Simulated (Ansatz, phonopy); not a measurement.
# How KI (Fm-3m) expands on warming, part 3 of 4

Aim: the lattice, expansion, heat capacity and bulk modulus of KI as it warms.

What experiment has found for this phase:
- volume expansion coefficient 113.7 1e-6/K near room temperature (given in “Descriptors for thermal expansion in solids”, 2017, arXiv:1701.03966)

Ansatz 0.2.0; DFT LDA, scalar-relativistic, plane waves, PAW.

So far, principal linear expansion coefficients at 298 K (× 1e-6/K): step 7 (phonons on strained cells, cutoff 550 eV, k-mesh 8×8×8) 40.5. Also isothermal bulk modulus at 298 K (GPa): step 7 13.1.

## (9) The quasi-harmonic study, cutoff 487.2 eV, k-mesh 12×12×12

Thermal expansion follows from how the free energy of the vibrations (and of the electrons in a metal) changes with strain, so the program makes strained cells, their phonons and a fit in one run.

This step: DFT LDA, scalar-relativistic, plane waves, PAW (Ansatz 0.2.0).

Contents of input.yaml:

```yaml
crystal:
  lattice:
    - [0.0, 3.4087162983, 3.4087162983]
    - [3.4087162983, 0.0, 3.4087162983]
    - [3.4087162983, 3.4087162983, 0.0]
  atoms:
    - { symbol: K, position: [0.0, 0.0, 0.0] }
    - { symbol: I, position: [0.5, 0.5, 0.5] }
kpoints:
  mp_grid: { grid: [12, 12, 12] }
hamiltonian:
  xc: lda
scf:
  occupations: { method: fixed }
  lower_state_search: "off"
output:
  eigenvalues: true
phonons:
  method: dfpt
  qmesh: [4, 4, 4]
  temperatures: { t_max: 500.0, t_step: 25 }
  thermal_expansion: {}
```

Launch:

```
> ansatz run input.yaml --threads 8 --pin off --max-ram 16384MiB --backend cpu --events-out ev --progress --plain --runs-dir out
```

Numbers of over 12 decimals in the logs are rounded to 6 here.

Log:

```text
[...]
Crystal: 2 atoms, lattice volume = 79.214 Å³
Basis set: ecut = 487.2 eV, 1917 PW (Γ), exchange–correlation on 72×72×72 points (8 copies of the dense FFT grid, shifted against one another)
Bands: 17, of which v1, the nominal top of the filled ones, is band 13 counted from 1 (12 counted from 0)
Symmetry: 48 space group operations
[...]
k-points: 72 of 1728
[...]
SCF iter   1: F=—  HF=-8855.101819 eV  |F-HF|=—  |Δ(HF+E_count)|=         —  Δρ=4.77e-3  dr2=8.31e-3  ethr=1.77e-3  ⟨swp⟩=5.3  Hψ=5762  notcnv=0  defer=139
[...]
SCF iter   8: F=-8855.098604 eV  HF=-8855.098604 eV  |F-HF|=7.28e-12  |Δ(HF+E_count)|=  1.58e-10  Δρ=5.78e-8  dr2=6.41e-12  ethr=1.00e-12  ⟨swp⟩=8.2  Hψ=8717  notcnv=0
SCF 1 converged in 8 iterations: F = -8855.098604 eV  dr2 = 6.41e-12
[...]
relax step   1: F+E_penalty+E_count = -8855.09860445 eV  Δ(F+E_penalty+E_count) = +0.000e0 eV  max|allowed force component| = 4.230e-29 eV/Å  Δτ_max = 0.0000 Å  (8 SCF iters, accepted)
SCF converged after 8 iterations
Free energy (F): -8855.098604 eV
[...]
Internal energy: -8855.098604 eV  (E = F + TS)
E sigma→0 (E₀):  -8855.098604 eV
Fermi energy:    2.900622 eV
[...]
--- Stress (GPa, compression-positive) ---
        0.000373      -0.000000       0.000000
       -0.000000       0.000373       0.000000
        0.000000       0.000000       0.000373
  P = ⅓ Tr σ = 0.0004 GPa (0.004 kbar)
--- Band table (eV; the first three rows and the last of 72) ---
  k-point 0: bands = [... 9 lower, -7.8941, 2.9006, 2.9006, 2.9006, 6.7699, 9.1378, 9.1378, 9.1378]
  k-point 1: bands = [... 9 lower, -7.8526, 2.7395, 2.8661, 2.8661, 6.9835, 9.0952, 9.2233, 9.2233]
  k-point 2: bands = [... 9 lower, -7.7488, 2.3611, 2.7752, 2.7752, 7.4742, 9.0866, 9.4630, 9.4630]
  k-point 71: bands = [... 9 lower, -7.5695, 2.0063, 2.0063, 2.1291, 9.1789, 9.1789, 9.5837, 11.2369]
── thermal expansion: 3 new cells, 3 in all ──
thermal expansion: relaxation of cell 2
thermal expansion: relaxation of cell 3
── thermal expansion: 2 new cells, 5 in all ──
thermal expansion: relaxation of cell 4
thermal expansion: phonons of cell 4
thermal expansion: relaxation of cell 5
thermal expansion: phonons of cell 5
── thermal expansion: 6 new cells, 11 in all ──
thermal expansion: relaxation of cell 6
thermal expansion: relaxation of cell 7
thermal expansion: relaxation of cell 8
thermal expansion: relaxation of cell 9
thermal expansion: relaxation of cell 10
thermal expansion: relaxation of cell 11
thermal expansion: phonons of cell 6
thermal expansion: phonons of cell 7
thermal expansion: phonons of cell 8
--- Relaxed structure (1 steps of the walk, 1 accepted, 0 SCFs on fresh bases) ---
  F+E_penalty+E_count = -8855.09860445 eV   max|allowed force component| = 4.230e-29 eV/Å
  atoms:
    - { symbol: K, position: [0.0, 0.0, 0.0] }
    - { symbol: I, position: [0.5, 0.5, 0.5] }
--- Thermal expansion: 11 cells in 3 rounds, 0 GPa ---
  no lower state was looked for at cell 4: scf.lower_state_search: off
  without vibrations: a 4.82069, b 4.82069, c 4.82069 Å, V 79.2162 Å³, B 16.01 GPa
  at 0 K: a 4.83205, b 4.83205, c 4.83205 Å, V 79.7775 Å³, B 15.65 GPa
  zero-point expansion: a +0.236, b +0.236, c +0.236, V +0.709 %
[...]
0.00    4.83205    4.83205    4.83205    79.7775 |    0.00    0.00    0.00    0.00 |   87.45 |     0.000     0.000 |    15.65    15.65
    50.00    4.83382    4.83382    4.83382    79.8649 |   18.87   18.87   18.87   56.60 |  100.78 |    32.005    31.886 |    15.48    15.54
   100.00    4.84000    4.84000    4.84000    80.1718 |   30.00   30.00   30.00   90.00 |  107.29 |    44.448    43.859 |    15.06    15.26
   150.00    4.84781    4.84781    4.84781    80.5607 |   34.04   34.04   34.04  102.13 |  111.46 |    48.183    47.075 |    14.60    14.94
   200.00    4.85639    4.85639    4.85639    80.9889 |   36.52   36.52   36.52  109.56 |  114.98 |    49.951    48.298 |    14.12    14.60
   250.00    4.86552    4.86552    4.86552    81.4466 |   38.59   38.59   38.59  115.77 |  118.34 |    51.119    48.879 |    13.63    14.25
   298.15    4.87480    4.87480    4.87480    81.9133 |   40.53   40.53   40.53  121.59 |       - |    52.046    49.188 |    13.14    13.90
   325.00    4.88018    4.88018    4.88018    82.1848 |   41.64   41.64   41.64  124.93 |  123.46 |    52.534    49.304 |    12.86    13.70
   375.00    4.89061    4.89061    4.89061    82.7132 |   43.84   43.84   43.84  131.51 |  127.07 |    53.442    49.458 |    12.33    13.33
   425.00    4.90163    4.90163    4.90163    83.2737 |   46.25   46.25   46.25  138.75 |  130.92 |    54.396    49.560 |    11.79    12.94
   475.00    4.91331    4.91331    4.91331    83.8701 |   48.97   48.97   48.97  146.90 |  135.08 |    55.442    49.631 |    11.22    12.54
   500.00    4.91942    4.91942    4.91942    84.1834 |   50.46   50.46   50.46  151.39 |  137.29 |    56.011    49.658 |    10.94    12.34
[...]
vibrations' free energy: its fit leaves 0.0003 meV an atom at the most
  the electrons' free energy at temperature is not in it: every band gap is over 0.52 eV
  free energies summed between the sampled wave vectors
[...]
band gaps on the cells' k-points are 3.621 to 3.950 eV
```

Wall time 29 min (8 threads of Arm Neoverse V2, shared host); peak memory 6.1 GiB; 3.7 h of CPU time.

Numbers from this step:

```
pressure                                         : 3.73e-4 GPa
principal linear expansion coefficients at 298 K : 40.53, 40.53, 40.53 1e-6/K
```

Strained cells of the study; zero-point energy where phonons were solved; the pressures are stresses at a fixed cutoff and can carry an offset from the finite basis. Expansion cells, by row:

```csv
cell,|a| (Å),|b| (Å),|c| (Å),V (Å³/atom),E - E_lowest (meV/atom),"pressure, compression positive (GPa)",gap (eV),zero-point energy (meV/atom)
1,4.821,4.821,4.821,39.61,0,-0.005,3.869,-
2,4.859,4.859,4.859,40.57,1.102,-0.366,3.807,-
3,4.782,4.782,4.782,38.67,1.161,0.401,3.934,-
4,4.821,4.821,4.821,39.62,0,-0.01,3.868,15.42
5,4.845,4.845,4.845,40.22,0.453,-0.241,3.829,15.01
6,4.883,4.883,4.883,41.17,2.836,-0.567,3.769,14.37
7,4.914,4.914,4.914,41.96,6.23,-0.806,3.722,13.86
8,4.946,4.946,4.946,42.77,10.84,-1.022,3.676,13.35
9,4.773,4.773,4.773,38.45,1.791,0.505,3.95,-
10,4.797,4.797,4.797,39.03,0.432,0.238,3.909,-
11,4.985,4.985,4.985,43.81,18.2,-1.26,3.621,-
```

Quasi-harmonic; a, b, c are the run's own cell vectors. Expansion, by row:

```csv
T (K),a (Å),b (Å),c (Å),alpha (deg),beta (deg),gamma (deg),cell volume (Å³/cell),alpha_a (1e-6/K),alpha_b (1e-6/K),alpha_c (1e-6/K),alpha_V (1e-6/K),C_P (J/mol-atom/K),C_V (J/mol-atom/K),S (J/mol-atom/K),B_T (GPa),B_S (GPa),Grueneisen,extrapolation,fit error (1e-6/K)
0,4.832,4.832,4.832,60,60,60,79.78,0,0,0,0,0,0,0,15.65,15.65,-,0,0
25,4.832,4.832,4.832,60,60,60,79.79,6.23,6.23,6.23,18.7,7.743,7.74,4.035,15.62,15.63,0.907,0,0.01
50,4.834,4.834,4.834,60,60,60,79.86,18.87,18.87,18.87,56.6,16,15.94,12.2,15.48,15.54,1.321,0,0.01
75,4.837,4.837,4.837,60,60,60,80,26.13,26.13,26.13,78.39,20.16,20,19.58,15.28,15.41,1.443,0,0.02
100,4.84,4.84,4.84,60,60,60,80.17,30,30,30,90,22.22,21.93,25.7,15.06,15.26,1.492,0,0.03
125,4.844,4.844,4.844,60,60,60,80.36,32.37,32.37,32.37,97.11,23.37,22.95,30.79,14.83,15.11,1.519,0,0.03
150,4.848,4.848,4.848,60,60,60,80.56,34.04,34.04,34.04,102.1,24.09,23.54,35.12,14.6,14.94,1.537,0,0.04
175,4.852,4.852,4.852,60,60,60,80.77,35.37,35.37,35.37,106.1,24.59,23.91,38.87,14.36,14.78,1.551,0,0.03
200,4.856,4.856,4.856,60,60,60,80.99,36.52,36.52,36.52,109.6,24.98,24.15,42.18,14.12,14.6,1.562,0,0.03
225,4.861,4.861,4.861,60,60,60,81.21,37.58,37.58,37.58,112.7,25.29,24.32,45.14,13.88,14.43,1.573,0,0.04
250,4.866,4.866,4.866,60,60,60,81.45,38.59,38.59,38.59,115.8,25.56,24.44,47.82,13.63,14.25,1.583,0,0.05
275,4.87,4.87,4.87,60,60,60,81.69,39.59,39.59,39.59,118.8,25.81,24.53,50.27,13.38,14.07,1.593,0,0.06
298.1,4.875,4.875,4.875,60,60,60,81.91,40.53,40.53,40.53,121.6,26.02,24.59,52.36,13.14,13.9,1.602,0,0.07
300,4.875,4.875,4.875,60,60,60,81.93,40.61,40.61,40.61,121.8,26.04,24.6,52.52,13.12,13.89,1.603,0,0.07
325,4.88,4.88,4.88,60,60,60,82.18,41.64,41.64,41.64,124.9,26.27,24.65,54.62,12.86,13.7,1.613,0,0.08
350,4.885,4.885,4.885,60,60,60,82.45,42.72,42.72,42.72,128.2,26.49,24.7,56.57,12.6,13.52,1.623,0,0.09
375,4.891,4.891,4.891,60,60,60,82.71,43.84,43.84,43.84,131.5,26.72,24.73,58.41,12.33,13.33,1.633,0,0.1
400,4.896,4.896,4.896,60,60,60,82.99,45.01,45.01,45.01,135,26.95,24.76,60.14,12.06,13.13,1.644,0,0.1
425,4.902,4.902,4.902,60,60,60,83.27,46.25,46.25,46.25,138.8,27.2,24.78,61.78,11.79,12.94,1.655,0,0.09
450,4.907,4.907,4.907,60,60,60,83.57,47.56,47.56,47.56,142.7,27.45,24.8,63.34,11.51,12.74,1.666,0,0.06
475,4.913,4.913,4.913,60,60,60,83.87,48.97,48.97,48.97,146.9,27.72,24.82,64.83,11.22,12.54,1.678,0,0.07
500,4.919,4.919,4.919,60,60,60,84.18,50.46,50.46,50.46,151.4,28.01,24.83,66.26,10.94,12.34,1.69,0,0.15
```

Table of expansion coefficient by temperature; values in 1e-6/K:

```csv
temperature (K),volume,principal 1
0,0,0
25,18.7,6.23
50,56.6,18.9
75,78.4,26.1
100,90,30
125,97.1,32.4
150,102,34.0
175,106,35.4
200,110,36.5
225,113,37.6
250,116,38.6
275,119,39.6
298,122,40.5
300,122,40.6
325,125,41.6
350,128,42.7
375,132,43.8
400,135,45.0
425,139,46.2
450,143,47.6
475,147,49.0
500,151,50.5
```

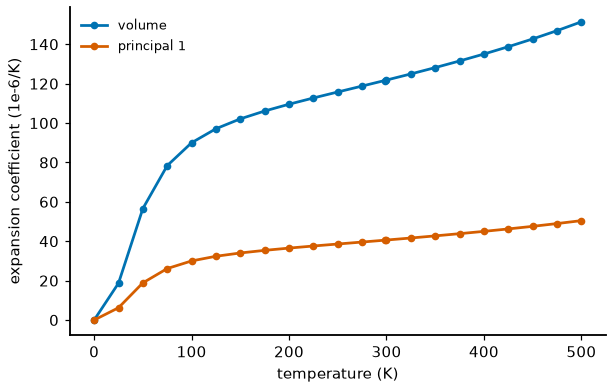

Expansion coefficient, plotted against temperature.

Changing the k-mesh (8×8×8 → 12×12×12) and the cutoff (550 → 487.2 eV) takes the volume expansion at 298 K from 122 to 122 × 10⁻⁶/K and B_T from 13.1 to 13.1 GPa.

## (10) Quasi-harmonic fit by phonopy

This step: DFT LDA, scalar-relativistic, plane waves, PAW (phonopy 4.10.0).

Energy (each curve on its own zero) against volume; values in meV/atom:

```csv
volume (Å³/atom),static,F at 0 K,F at 300 K,F at 500 K
39.62,0,1.02,4.72,7.79
40.22,0.45,1.06,3.36,5.25
41.17,2.84,2.81,2.81,2.8
41.96,6.23,5.69,3.72,2.09
42.77,10.8,9.79,5.75,2.44
```

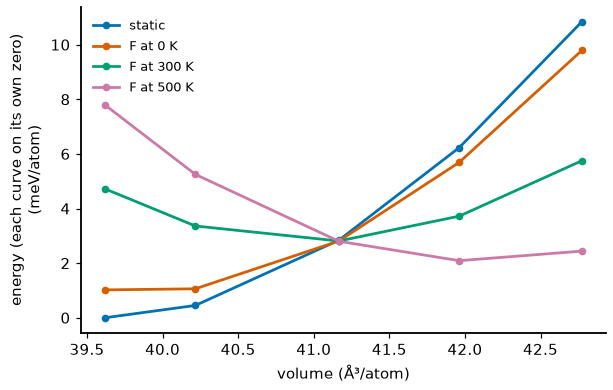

Energy (each curve on its own zero), plotted against volume.

Phonopy-qha, vinet fit of F(V) at each temperature. Qha vinet, by row:

```csv
T (K),fitted volume (Å³/atom),alpha_V (1e-6/K),B_T (GPa),C_P (J/mol-atom/K),Grueneisen
75,40,76.7,15.29,20.21,1.413
100,40.09,89.23,15.07,22.32,1.48
125,40.18,96.72,14.84,23.46,1.514
150,40.28,101.9,14.61,24.17,1.534
175,40.39,106,14.37,24.66,1.549
200,40.49,109.5,14.13,25.03,1.562
225,40.61,112.7,13.88,25.33,1.573
250,40.72,115.7,13.63,25.59,1.583
275,40.84,118.8,13.38,25.84,1.593
300,40.97,121.8,13.12,26.07,1.603
325,41.09,124.9,12.86,26.29,1.613
350,41.22,128.2,12.6,26.51,1.624
375,41.36,131.6,12.33,26.74,1.634
400,41.49,135.1,12.06,26.97,1.645
425,41.64,138.9,11.78,27.21,1.656
450,41.78,142.8,11.5,27.47,1.667
475,41.94,147,11.22,27.73,1.679
```

Table of volume expansion coefficient by temperature; values in 1e-6/K:

```csv
temperature (K),"phonopy-qha, Vinet",Ansatz's own study
75,76.7,78.4
100,89.2,90
125,96.7,97.1
150,102,102
175,106,106
200,109,110
225,113,113
250,116,116
275,119,119
300,122,122
325,125,125
350,128,128
375,132,132
400,135,135
425,139,139
450,143,143
475,147,147
```

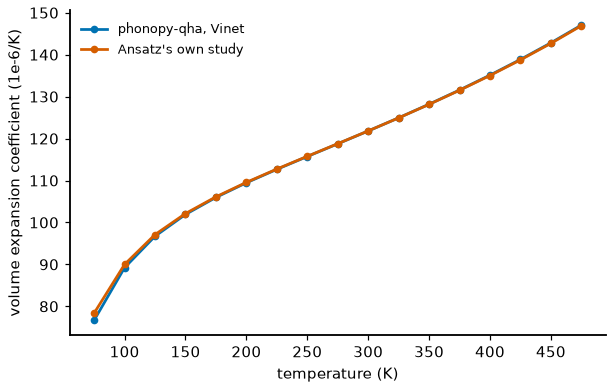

Volume expansion coefficient against temperature.

The fit gives a volume expansion of 122 × 10⁻⁶/K at 300 K, against 122 at 298 K from the study itself, whose static fit uses more cells.

## (11) The quasi-harmonic study, cutoff 487.2 eV

The study relaxes the crystal at several strains, solves the phonons on some of them and minimises the free energy at each temperature (static energy, vibrations, the electrons in a metal, and PV under a set pressure); the q-mesh sets how far the force constants reach.

This step: DFT LDA, scalar-relativistic, plane waves, PAW (Ansatz 0.2.0).

Changes to input.yaml since step 9:

```diff
@@ -9,3 +9,3 @@
 kpoints:
-  mp_grid: { grid: [12, 12, 12] }
+  mp_grid: { grid: [8, 8, 8] }
 hamiltonian:
```

Log:

```text
[...]
Crystal: 2 atoms, lattice volume = 79.214 Å³
Basis set: ecut = 487.2 eV, 1917 PW (Γ), exchange–correlation on 72×72×72 points (8 copies of the dense FFT grid, shifted against one another)
Bands: 17, of which v1, the nominal top of the filled ones, is band 13 counted from 1 (12 counted from 0)
Symmetry: 48 space group operations
[...]
vibrations' free energy: its fit leaves 0.0003 meV an atom at the most
  the electrons' free energy at temperature is not in it: every band gap is over 0.52 eV
  free energies summed between the sampled wave vectors
[...]
band gaps on the cells' k-points are 3.621 to 3.950 eV
[key lines of the parts left out:]
SCF converged after 8 iterations
Free energy (F): -8855.098602 eV
Fermi energy:    2.900621 eV
P = ⅓ Tr σ = 0.0004 GPa (0.004 kbar)
```

It took 9.5 min on 8 threads; peak memory 2.1 GiB; 72 min of CPU time.

(Part 3 of 4 ends here.)

[Logs are printed without paths, hosts, clocks, repeated set-up lines and the standing remarks that a program may print on its own settings, such as how far it seeks lower states.]

[Hosts, paths, dates, database ids (printed as entryN), source tags and the programs' standing remarks are cut or masked in the printed files.]

[A step with changed settings may run another functional than the one named; its input shows which.]
